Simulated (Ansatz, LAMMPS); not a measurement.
# Structural relaxation of a frame of liquid hydrogen fluoride from 273 K (98 atoms)

Aim: bring a frame of liquid hydrogen fluoride from 273 K (98 atoms) to a nearby minimum of the energy and see what moves.

Calculated with Ansatz 0.2.0; Kohn-Sham DFT, PBE, PAW (set soft_2), plane waves.

**1. Starting point**

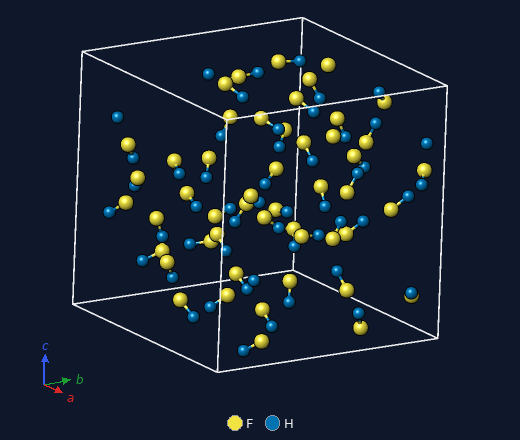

The cell as given, slightly off an axis (fluorine yellow, hydrogen blue). Bonds to atoms that aren't drawn are left out. Some periodic images of atoms are drawn too.

The cell holds 98 atoms: 49 F and 49 H. Its edges and angles: a = 11.756 Å, b = 11.756 Å, c = 11.756 Å, α = 90.0°, β = 90.0°, γ = 90.0°. 49 hydrogen fluoride placed at random, at 1 g/cm³; overlaps pushed apart, then 10 ps at 373 K with a harmonic two-site HF with charges of 0.5 e and a 12-6 site on F. Snapshot after 20 ps at 273 K and fixed volume.

Limits known from the start: The network of bonds at the start is that of the classical potential that made the cell. The Brillouin zone is sampled at Γ only, in a cell whose shortest periodic width is 12 Å.

**2. Single point at the start**

A single point comes first, to see the forces before anything moves.

input.yaml reads:

```yaml
crystal:
  lattice:
    - [11.75571, 0.0, 0.0]
    - [0.0, 11.75571, 0.0]
    - [0.0, 0.0, 11.75571]
  atoms:
    - { symbol: F, position: [0.93739, 0.61838, 0.2253] }
    - { symbol: H, position: [0.89507, 0.59933, 0.29211] }
    - { symbol: F, position: [0.25471, 0.0547, 0.69314] }
    - { symbol: H, position: [0.23039, 0.09618, 0.62808] }
    [... 88 atom lines left out ...]
    - { symbol: F, position: [0.91232, 0.49967, 0.64484] }
    - { symbol: H, position: [0.96863, 0.48382, 0.58361] }
    - { symbol: F, position: [0.65531, 0.79443, 0.34816] }
    - { symbol: H, position: [0.69143, 0.84638, 0.40142] }
    - { symbol: F, position: [0.89559, 0.08541, 0.97179] }
    - { symbol: H, position: [0.87389, 0.06291, 0.89343] }
kpoints:
  mp_grid: { grid: [1, 1, 1] }
hamiltonian:
  xc: pbe
scf:
  occupations: { method: fermi_dirac, width: 0.025 }
output:
  forces: true
  stress: true
  populations: true
  dos:
    method: { smearing: { sigma: 0.15 } }
    de: 0.1
    projected: { site_lists: { F: [F], H: [H] } }
  eigenvalues: true
```

On the command line:

```console
$ ansatz run input.yaml --threads 4 --pin off --max-ram 8192MiB --backend cpu --events-out ev --progress --plain --runs-dir out
```

Wall time 9 s (4 threads of Intel Xeon 6975P-C (Granite Rapids), shared host); peak memory 1.7 GiB; 30 s of CPU time.

Read from the output:

* free energy: -40396.9854 eV
* free energy per atom: -412.2141 eV/atom
* SCF cycles: 9
* pressure: 3.291 GPa
* r.m.s. force component: 0.6899 eV/Å
* longest force: 2.93 eV/Å
* Fermi energy: -2.341 eV
* gap (highest filled to lowest empty level): 7.103 eV
* spilling of the projection: 0.00677

The r.m.s. force component of 0.69 eV/Å and the pressure of 3.3 GPa set the starting point.

Length of the force by element:

```
element  coordination  atoms  mean length of the force (eV/Å)  spread  least  most
      F           all     49                             1.22   0.541  0.426  2.82
      H           all     49                            0.870   0.573  0.106  2.93
```

**3. Relaxation**

With the cell held, the atoms are moved downhill towards a nearby minimum.

input.yaml, the sections that differ from step 2:

```yaml
output:
  forces: true
relax:
  f_tol: 0.05
  max_steps: 200
# crystal, kpoints, hamiltonian, scf: as in step 2
```

Elapsed: 3.3 min, on 4 threads; peak memory 1.7 GiB.

The steps of the relaxation (22 of 57):

```
step  energy less that of the first step (eV)  largest force component (eV/Å)
   1                                   0.0000                          2.3644
   4                                  -6.1780                          0.8600
   6                                  -7.3195                          0.5551
   9                                  -8.1118                          0.8697
  12                                  -8.5274                          0.3798
  14                                  -8.6988                          0.1982
  17                                  -8.8647                          0.4695
  20                                  -8.9916                          0.2291
  22                                  -9.0542                          0.2225
  25                                  -9.1307                          0.2317
  28                                  -9.1616                          0.2707
  30                                  -9.1776                          0.0146
  33                                  -9.1985                          0.0889
  36                                  -9.2179                          0.1044
  38                                  -9.2301                          0.2009
  41                                  -9.2442                          0.1503
  44                                  -9.2520                          0.2216
  46                                  -9.2604                          0.0631
  49                                  -9.2685                          0.0210
  52                                  -9.2809                          0.0575
  54                                  -9.2859                          0.0758
  57                                  -9.2890                          0.0056
```

Relaxation step 44 was tried and not accepted.

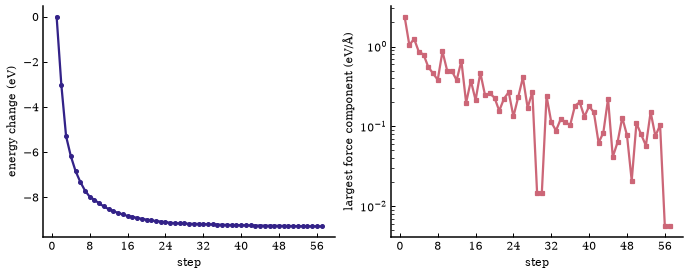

Energy and largest force along the relaxation.

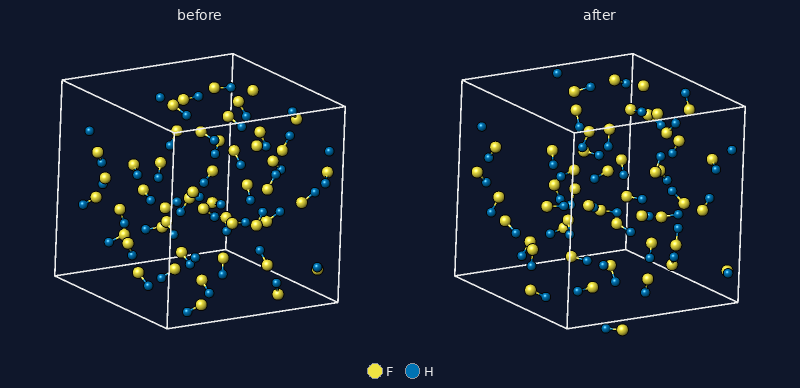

The structure before and after the relaxation, drawn at the same scale. Bonds to atoms that aren't drawn are left out.

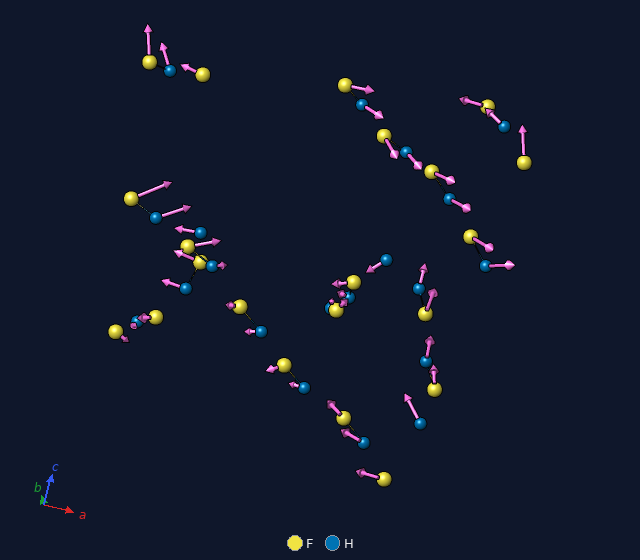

Displacements in the relaxation, scaled; the longest in the cell stands for 2.40 Å. Drawn is a slice 4 Å thick, seen along the normal of the ac plane. Bonds to atoms that aren't drawn are left out.

The atoms that moved most (Å):

```
atom      dx      dy      dz  length
 F93   1.097  -2.132  -0.115   2.400
 F67   1.560  -1.539  -0.425   2.232
 F65   1.719   0.093   1.312   2.164
 H18   1.047  -1.864  -0.063   2.139
 F79  -2.062   0.119  -0.494   2.124
 F43   1.237   0.992  -1.337   2.074
 F33   0.239   1.690   1.150   2.058
 H44   1.192   0.875  -1.410   2.043
```

The relaxation changed the energy by -94.8 meV/atom, and atoms moved by 1.4 Å r.m.s., 2.4 Å at most.

**4. Structure statistics after relaxation**

Density 1.00 g/cm³, 16.58 Å³ an atom.

g(r), total and by pair (bins of 0.2 Å):

```
r (Å)  total   F-F    F-H   H-H
 0.90   6.95  0.00  13.85  0.00
 1.10   0.00  0.00   0.00  0.00
 1.30   0.00  0.00   0.00  0.00
 1.50   3.23  0.00   6.45  0.00
 1.70   0.00  0.00   0.00  0.00
 1.90   0.03  0.00   0.00  0.14
 2.10   1.49  0.00   0.00  5.96
 2.30   0.00  0.00   0.00  0.00
 2.50   1.12  4.49   0.00  0.00
 2.70   0.02  0.00   0.03  0.00
 2.90   0.59  0.00   1.15  0.06
 3.10   1.26  1.28   1.75  0.28
 3.30   1.68  1.93   1.90  0.98
 3.50   0.85  0.93   0.73  1.01
 3.70   0.94  0.67   0.83  1.45
 3.90   1.19  0.96   1.11  1.58
 4.10   1.42  1.47   1.12  1.95
 4.30   1.00  1.34   0.94  0.76
 4.50   0.79  0.58   0.86  0.85
 4.70   0.88  0.83   0.89  0.93
 4.90   0.98  0.69   1.14  0.95
 5.10   0.91  1.00   1.06  0.50
 5.30   1.05  0.99   1.15  0.90
 5.50   0.98  1.08   0.83  1.18
 5.70   0.96  1.04   0.84  1.10
```

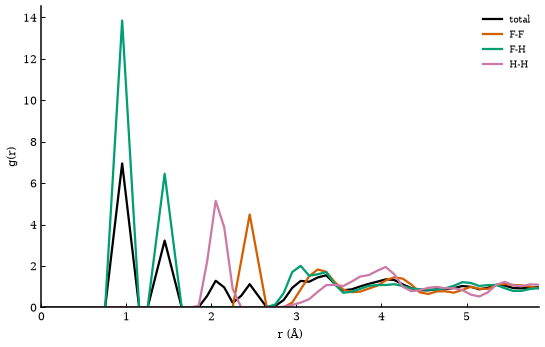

Pair distribution functions, lightly smoothed.

**5. Single point at the relaxed geometry**

The electronic structure is read at the final geometry, in a run of its own.

input.yaml reads:

```yaml
crystal:
  lattice:
    - [11.75571, 0.0, 0.0]
    - [0.0, 11.75571, 0.0]
    - [0.0, 0.0, 11.75571]
  atoms:
    - { symbol: F, position: [0.91192, 0.68187, 0.31186] }
    - { symbol: H, position: [0.89408, 0.70292, 0.39113] }
    - { symbol: F, position: [0.22432, 0.06138, 0.70981] }
    - { symbol: H, position: [0.17337, 0.05779, 0.64264] }
    [... 88 atom lines left out ...]
    - { symbol: F, position: [0.0056, 0.3183, 0.63505] }
    - { symbol: H, position: [0.07804, 0.36209, 0.63416] }
    - { symbol: F, position: [0.57709, 0.8147, 0.34776] }
    - { symbol: H, position: [0.62772, 0.88006, 0.36574] }
    - { symbol: F, position: [0.92225, 0.13895, 0.9678] }
    - { symbol: H, position: [0.91196, 0.11003, 0.88952] }
kpoints:
  mp_grid: { grid: [1, 1, 1] }
hamiltonian:
  xc: pbe
scf:
  occupations: { method: fermi_dirac, width: 0.025 }
output:
  forces: true
  stress: true
  populations: true
  dos:
    method: { smearing: { sigma: 0.08 } }
    de: 0.1
    projected: { site_lists: { F: [F], H: [H] } }
  eigenvalues: true
  write_density: true
  write_potential: true
  volumetric_format: npy
  elf: true
```

Run time: 6.9 s. Hardware: 4 threads; peak memory 1.6 GiB.

The program notes that the exchange-correlation potential is rough where the density is thin.

The run gave:

- free energy: -40406.2743 eV
- free energy per atom: -412.3089 eV/atom
- SCF cycles: 7
- pressure: -0.007338 GPa
- r.m.s. force component: 0.00164 eV/Å
- longest force: 0.00884 eV/Å
- Fermi energy: -2.695 eV
- gap (highest filled to lowest empty level): 7.74 eV
- spilling of the projection: 0.006492

Löwdin charges by element (they lack the spilled electrons, 0.026 e an atom on average):

```
element  coordination  atoms  mean charge (e)  spread   least    most
      F           all     49           -0.425  0.0035  -0.431  -0.418
      H           all     49            0.477  0.0019   0.472   0.481
```

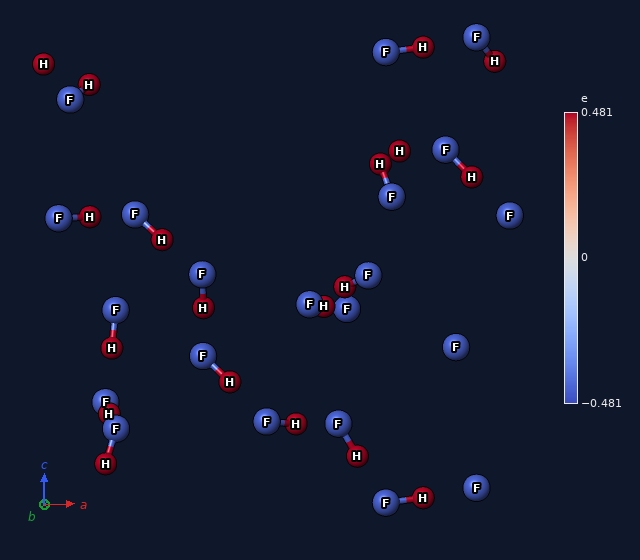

Atoms coloured by Löwdin charge. Drawn is a slice 5 Å thick, seen along the normal of the ac plane. Bonds to atoms that aren't drawn are left out.

Density of states as counts of states in windows of 1 eV (from the Fermi level), total and the larger projections:

```
from (eV)  to (eV)  total    F p  H s
      -18      -10    0.0    0.0  0.0
      -10       -9   36.5   27.3  7.2
       -9       -8   19.2   15.0  2.7
       -8       -7   26.3   21.8  2.3
       -7       -6   16.0   13.7  0.9
       -6       -5    4.3    4.2  0.0
       -5       -4  184.1  183.1  0.3
       -4       -3    7.6    7.6  0.0
       -3        3    0.0    0.0  0.0
        3        4    2.0    0.1  1.2
        4        5    0.5    0.0  0.3
```

The curve was stored every 0.10 eV, coarse against its broadening of 0.08 eV, so these counts are rough.

Between -26 and -18 eV lie 98 more states.

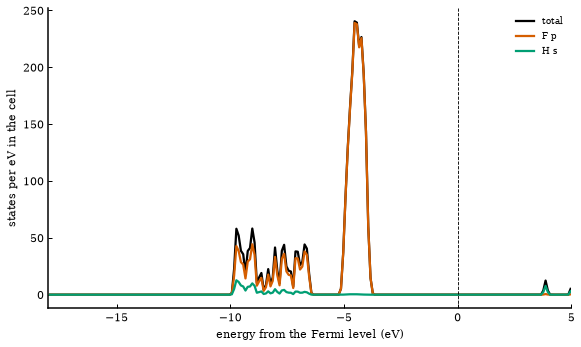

Total and projected density of states, with the broadening of the input.

The levels nearest the highest filled one (over half full), pooled over k-points and spins:

```
level less the highest filled one (eV)  occupation
                                -0.152           2
                                -0.139           2
                                -0.135           2
                               -0.0898           2
                               -0.0772           2
                                     0           2
                                  7.74           0
                                  8.93           0
                                  9.01           0
                                  9.04           0
                                  9.09           0
                                  9.13           0
```

Mean Löwdin charges: F -0.43, H +0.48 e (they miss 0.65 % of the electrons, so they add up to more than the cell's charge). The largest share in the top eV of filled states is F p (100 % of the projected weight), and in the lowest eV of empty states H s (79 % of the projected weight).

**6. Outcome**

- energy change in the relaxation: -94.78 meV/atom
- r.m.s. displacement: 1.404 Å
- largest displacement: 2.4 Å
- free energy per atom: -412.3089 eV/atom
- pressure: -0.007338 GPa
- r.m.s. force component: 0.00164 eV/Å
- gap (highest filled to lowest empty level): 7.74 eV
- wall time of the 3 DFT runs: 3.5 min

**Reading.** Relaxation lowers the energy by 94.8 meV/atom and moves atoms by 1.4 Å r.m.s.; the r.m.s. force component goes from 0.69 to 0.0016 eV/Å, the pressure goes from 3.3 to -0.0073 GPa, and the gap from 7.10 to 7.74 eV. First to last step the energy falls by 9.289 eV; the largest move, 2.40 Å, is that of F93. Between filled and empty levels lie 7.74 eV (at Γ alone); a semilocal functional tends to put such gaps too low. In a disordered cell it changes from sample to sample and from frame to frame.

**Limits.** The starting topology of bonds comes from the classical model; in DFT atoms moved by 1.4 Å r.m.s.

[Logs are printed without paths, hosts, clocks, repeated set-up lines and the standing remarks that a program may print on its own settings, such as how far it seeks lower states.]

[Hosts, paths, dates, database ids (printed as entryN), source tags and the programs' standing remarks are cut or masked in the printed files.]
